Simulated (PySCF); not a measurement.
# C3H6 (propene): levels of theory compared

We compute a comparison of 5 runs (HF/3-21G, B3LYP/6-31G*, CAM-B3LYP/cc-pVDZ, PBE0/def2-TZVP) of C3H6 (propene). Input form: a Python script.

Program for the calculation: PySCF 2.14.0.

### Step 1. The system as given

The species is C3H6 (9 atoms), meant as a singlet with charge 0. SMILES: `C=CC`. The shape is that of a PBE0-D4/def2-TZVP optimisation.

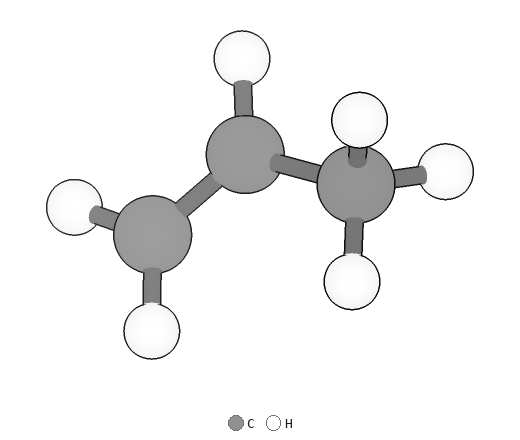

Viewed from a chosen angle; carbon grey, hydrogen white.

### Step 2. Energy and gradient at HF/3-21G (run 1)

File input.py:

```python
from pyscf import gto, scf

mol = gto.Mole()
mol.atom = '''
C     -2.134257     1.047097    -1.096419
C      0.297821     0.503234    -0.845463
C      1.407657    -1.027255     1.240416
H     -3.523961     0.383047     0.259648
H     -2.826085     2.172807    -2.661112
H      1.619495     1.212259    -2.253120
H      2.384078    -2.693427     0.499455
H      2.816448     0.063117     2.291860
H     -0.041385    -1.661258     2.564925
'''
mol.verbose = 4
mol.max_memory = 1860
mol.unit = 'bohr'
mol.basis = '3-21g'
mol.build()

mf = scf.RHF(mol)
mf.conv_tol = 1e-10
mf.kernel()
if not mf.converged:
    mf = mf.newton().run(mf.mo_coeff, mf.mo_occ)

etot = mf.e_tot
print('E(%s) = %.9f' % ('HF', etot))
grad = mf.nuc_grad_method().kernel()
mf.analyze()
```

Command:

```
$ OMP_NUM_THREADS=1 python input.py
```

The program printed:

```text
PySCF version 2.14.0

[... 77 lines left out ...]
Total Energy =                        -116.423273566907170
[... 3 lines left out ...]
Two-electron Coulomb Energy =          126.184262992354988
[... 5 lines left out ...]
MO #3   energy= -11.1591791444989  occ= 2
[... 3 lines left out ...]
MO #7   energy= -0.641615498436636 occ= 2
[... 3 lines left out ...]
MO #11  energy= -0.484602297409223 occ= 2
[... 3 lines left out ...]
MO #15  energy= 0.305120702065914  occ= 0
[... 3 lines left out ...]
MO #19  energy= 0.379115115795761  occ= 0
[... 3 lines left out ...]
MO #23  energy= 0.932306871023967  occ= 0
[... 3 lines left out ...]
MO #27  energy= 1.10254295632184   occ= 0
[... 3 lines left out ...]
MO #31  energy= 1.33187657456243   occ= 0
[... 3 lines left out ...]
MO #35  energy= 1.42864600463985   occ= 0
[... 3 lines left out ...]
MO #39  energy= 2.21005621963494   occ= 0
[... 12 lines left out ...]
pop of  1 C 2s            0.97203
pop of  1 C 3s            0.00197
pop of  1 C 2px           1.07766
pop of  1 C 2py           0.98625
pop of  1 C 2pz           1.02256
pop of  1 C 3px           0.00638
pop of  1 C 3py           0.00450
pop of  1 C 3pz           0.00381
pop of  2 C 1s            1.99968
pop of  2 C 2s            0.99651
pop of  2 C 3s            0.00050
pop of  2 C 2px           1.10731
pop of  2 C 2py           1.08669
pop of  2 C 2pz           1.06583
pop of  2 C 3px           0.00250
pop of  2 C 3py           0.00172
pop of  2 C 3pz           0.00253
pop of  3 H 1s            0.89847
pop of  3 H 2s            0.00977
pop of  4 H 1s            0.89317
pop of  4 H 2s            0.01020
pop of  5 H 1s            0.89750
pop of  5 H 2s            0.01035
pop of  6 H 1s            0.89553
pop of  6 H 2s            0.00883
pop of  7 H 1s            0.89557
pop of  7 H 2s            0.00883
pop of  8 H 1s            0.89890
pop of  8 H 2s            0.00889
 ** Mulliken atomic charges  **
charge of    0C =     -0.22579
charge of    1C =     -0.07491
charge of    2C =     -0.26328
charge of    3H =      0.09176
charge of    4H =      0.09663
charge of    5H =      0.09215
charge of    6H =      0.09563
charge of    7H =      0.09561
charge of    8H =      0.09221
Dipole moment(X, Y, Z, Debye):  0.28517, -0.11406,  0.10687
```

It took 3.6 s on 1 thread of Intel Xeon at 2.50GHz (Skylake/Cascade Lake), shared host; peak memory 0.12 GiB.

### Step 3. Energy and forces at B3LYP/6-31G(d) (spherical functions) (run 2)

File job.py:

```python
from pyscf import gto, dft

molecule = gto.Mole()
molecule.atom = '''
C     -2.134257     1.047097    -1.096419
C      0.297821     0.503234    -0.845463
C      1.407657    -1.027255     1.240416
H     -3.523961     0.383047     0.259648
H     -2.826085     2.172807    -2.661112
H      1.619495     1.212259    -2.253120
H      2.384078    -2.693427     0.499455
H      2.816448     0.063117     2.291860
H     -0.041385    -1.661258     2.564925
'''
molecule.unit = 'bohr'
molecule.basis = '6-31g*'
molecule.max_memory = 1860
molecule.verbose = 4
molecule.build()

calc0 = dft.RKS(molecule)
calc0.xc = 'b3lyp'
calc0.conv_tol = 1e-10
calc0.grids.level = 5
calc0.kernel()
if not calc0.converged:
    calc0 = calc0.newton().run(calc0.mo_coeff, calc0.mo_occ)

e_final = calc0.e_tot
print(f'total energy: {e_final:.8f} hartree')
grad = calc0.nuc_grad_method().kernel()
calc0.analyze()
```

Command:

```
$ OMP_NUM_THREADS=1 python job.py
```

The program printed:

```text
PySCF version 2.14.0

[... 76 lines left out ...]
total energy: -117.90497373 hartree
[... 18 lines left out ...]
DFT Exchange-Correlation Energy =      -18.522056784800473
[... 7 lines left out ...]
MO #6   energy= -0.550052314066662 occ= 2
[... 5 lines left out ...]
MO #12  energy= -0.250268075974334 occ= 2
[... 5 lines left out ...]
MO #18  energy= 0.18260829912762   occ= 0
[... 5 lines left out ...]
MO #24  energy= 0.534723445095887  occ= 0
[... 5 lines left out ...]
MO #30  energy= 0.787333621281269  occ= 0
[... 5 lines left out ...]
MO #36  energy= 0.969919036940265  occ= 0
[... 5 lines left out ...]
MO #42  energy= 1.72443467973571   occ= 0
[... 5 lines left out ...]
MO #48  energy= 2.2253482223973    occ= 0
[... 5 lines left out ...]
MO #54  energy= 2.8734253935668    occ= 0
[... 27 lines left out ...]
pop of  1 C 3dz^2         0.00072
pop of  1 C 3dxz          0.00149
pop of  1 C 3dx2-y2       0.00142
pop of  2 C 1s            1.99987
pop of  2 C 2s            1.00758
pop of  2 C 3s            0.00264
pop of  2 C 2px           1.11029
pop of  2 C 2py           1.08886
pop of  2 C 2pz           1.06948
pop of  2 C 3px           0.00381
pop of  2 C 3py           0.00389
pop of  2 C 3pz           0.00434
pop of  2 C 3dxy          0.00166
pop of  2 C 3dyz          0.00151
pop of  2 C 3dz^2         0.00041
pop of  2 C 3dxz          0.00188
pop of  2 C 3dx2-y2       0.00053
pop of  3 H 1s            0.89159
pop of  3 H 2s            0.00776
pop of  4 H 1s            0.88621
pop of  4 H 2s            0.00799
pop of  5 H 1s            0.89398
pop of  5 H 2s            0.00789
pop of  6 H 1s            0.88599
pop of  6 H 2s            0.00715
pop of  7 H 1s            0.88602
pop of  7 H 2s            0.00715
pop of  8 H 1s            0.89013
pop of  8 H 2s            0.00723
 ** Mulliken atomic charges  **
charge of    0C =     -0.24502
charge of    1C =     -0.07913
charge of    2C =     -0.29676
charge of    3H =      0.10066
charge of    4H =      0.10580
charge of    5H =      0.09813
charge of    6H =      0.10686
charge of    7H =      0.10683
charge of    8H =      0.10263
Dipole moment(X, Y, Z, Debye):  0.31982, -0.12595,  0.11674
```

Wall time 28 s (1 thread of Intel Xeon at 2.50GHz (Skylake/Cascade Lake), shared host); peak memory 0.56 GiB.

Runs 3 to 4 aren't shown in full; the table further down has their settings and results.

### Step 4. Energy and forces at PBE0/def2-TZVP (run 5)

File input.py:

```python
from pyscf import gto, dft

molecule = gto.M(
    atom=[
    ('C', (-1.129400, 0.554100, -0.580200)),
    ('C', (0.157600, 0.266300, -0.447400)),
    ('C', (0.744900, -0.543600, 0.656400)),
    ('H', (-1.864800, 0.202700, 0.137400)),
    ('H', (-1.495500, 1.149800, -1.408200)),
    ('H', (0.857000, 0.641500, -1.192300)),
    ('H', (1.261600, -1.425300, 0.264300)),
    ('H', (1.490400, 0.033400, 1.212800)),
    ('H', (-0.021900, -0.879100, 1.357300)),
],
    spin=0,
    max_memory=1860,
    basis='def2-tzvp',
    verbose=4,
)

ks = dft.RKS(molecule)
ks.xc = 'pbe0'
ks.conv_tol = 1e-10
ks.grids.level = 5
ks.kernel()
if not ks.converged:
    ks = ks.newton().run(ks.mo_coeff, ks.mo_occ)

e_final = ks.e_tot
print('Final energy', e_final)
grad = ks.nuc_grad_method().kernel()
ks.analyze()
```

Command:

```
$ OMP_NUM_THREADS=1 python input.py
```

The program printed:

```text
PySCF version 2.14.0

[... 93 lines left out ...]
One-electron Energy =                 -297.442033542986678
[... 13 lines left out ...]
MO #9   energy= -0.426545365508697 occ= 2
[... 11 lines left out ...]
MO #21  energy= 0.216403626098836  occ= 0
[... 11 lines left out ...]
MO #33  energy= 0.470470012584335  occ= 0
[... 11 lines left out ...]
MO #45  energy= 0.948680896235405  occ= 0
[... 11 lines left out ...]
MO #57  energy= 1.5154919069032    occ= 0
[... 11 lines left out ...]
MO #69  energy= 1.91290361945905   occ= 0
[... 11 lines left out ...]
MO #81  energy= 2.45558673409693   occ= 0
[... 11 lines left out ...]
MO #93  energy= 2.9527218794903    occ= 0
[... 11 lines left out ...]
MO #105 energy= 3.33969628593306   occ= 0
[... 11 lines left out ...]
MO #117 energy= 4.20125301574137   occ= 0
[... 11 lines left out ...]
MO #129 energy= 22.7864280305684   occ= 0
[... 102 lines left out ...]
pop of  4 H 2s            0.00522
pop of  4 H 3s            0.00248
pop of  4 H 2px           0.00013
pop of  4 H 2py           0.00040
pop of  4 H 2pz           0.00054
pop of  5 H 1s            0.87789
pop of  5 H 2s            0.00512
pop of  5 H 3s            0.00247
pop of  5 H 2px           0.00035
pop of  5 H 2py           0.00025
pop of  5 H 2pz           0.00048
pop of  6 H 1s            0.86745
pop of  6 H 2s            0.00411
pop of  6 H 3s            0.00230
pop of  6 H 2px           0.00019
pop of  6 H 2py           0.00050
pop of  6 H 2pz           0.00014
pop of  7 H 1s            0.86748
pop of  7 H 2s            0.00411
pop of  7 H 3s            0.00229
pop of  7 H 2px           0.00036
pop of  7 H 2py           0.00023
pop of  7 H 2pz           0.00025
pop of  8 H 1s            0.87448
pop of  8 H 2s            0.00404
pop of  8 H 3s            0.00225
pop of  8 H 2px           0.00033
pop of  8 H 2py           0.00010
pop of  8 H 2pz           0.00034
 ** Mulliken atomic charges  **
charge of    0C =     -0.28259
charge of    1C =     -0.09007
charge of    2C =     -0.34763
charge of    3H =      0.11531
charge of    4H =      0.12249
charge of    5H =      0.11343
charge of    6H =      0.12531
charge of    7H =      0.12528
charge of    8H =      0.11846
Dipole moment(X, Y, Z, Debye):  0.35354, -0.15788,  0.15778
```

Run time: 100 s. Hardware: 1 thread of Intel Xeon at 2.50GHz (Skylake/Cascade Lake), shared host; peak memory 1.4 GiB.

### Step 5. The series

| run | level | integration grid | Cartesian functions | energy (Eh) | dipole moment (D) | HOMO energy (eV) | LUMO energy (eV) | wall time |
| --- | --- | --- | --- | --- | --- | --- | --- | --- |
| 1 | HF/3-21G | – | no | -116.423274 | 0.33 | -9.75 | 5.22 | 3.6 s |
| 2 | B3LYP/6-31G* (spherical functions) | 5 | no | -117.904974 | 0.36 | -6.81 | 0.83 | 28 s |
| 3 | B3LYP/6-31G* (Cartesian functions) | 5 | yes | -117.907329 | 0.36 | -6.81 | 0.83 | 30 s |
| 4 | CAM-B3LYP/cc-pVDZ | 5 | no | -117.829657 | 0.41 | -8.56 | 2.03 | 59 s |
| 5 | PBE0/def2-TZVP | 5 | no | -117.796416 | 0.42 | -7.37 | 0.46 | 100 s |

### Step 6. Summary of results

| quantity | value |
| --- | --- |
| run 5: total energy | -117.79642 Eh |
| run 5: dipole moment | 0.42 D |
| run 5: HOMO energy | -7.37 eV |
| run 5: LUMO energy | 0.46 eV |
| run 5: HOMO–LUMO gap | 7.83 eV |
| run 5: largest force on an atom | 0.005 eV/Å |

**Reading.** The dipole moment (its size) runs from 0.33 D (HF/3-21G) to 0.42 D (PBE0/def2-TZVP). The two ends differ in method and basis. The HOMO–LUMO gap runs from 7.64 eV (B3LYP/6-31G*) to 14.97 eV (HF/3-21G). Totals of different functionals can't be ranked against each other. All runs together took 3.7 min, the longest 100 s.
